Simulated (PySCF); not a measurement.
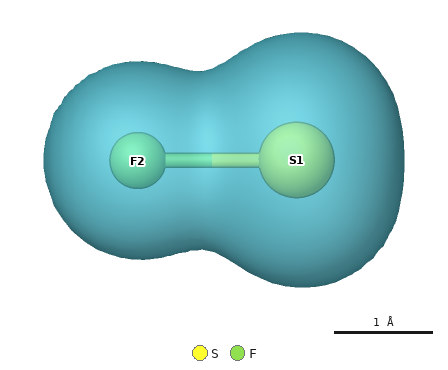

SF (doublet). Isosurface of the electron density at 0.2 e/Å³ (cyan), seen from one side.

Theory: PBE0/def2-SVPD, non-relativistic Hamiltonian with scalar-relativistic core potentials where named, at a bond length of 1.629 Å in PySCF 2.14.0.

```xyz
2

S     0.0000    0.0000   -0.6072
F     0.0000    0.0000    1.0218
```

Question: What does this surface tell about the bonding?

Answer: At this value the surface is in one piece. It bridges the sampled S–F (1.63 Å) contact, where the density stays above the isovalue. On the grid the lowest density along these lines, outside the cores, is 1.1 e/Å³ (S–F, 1.63 Å).
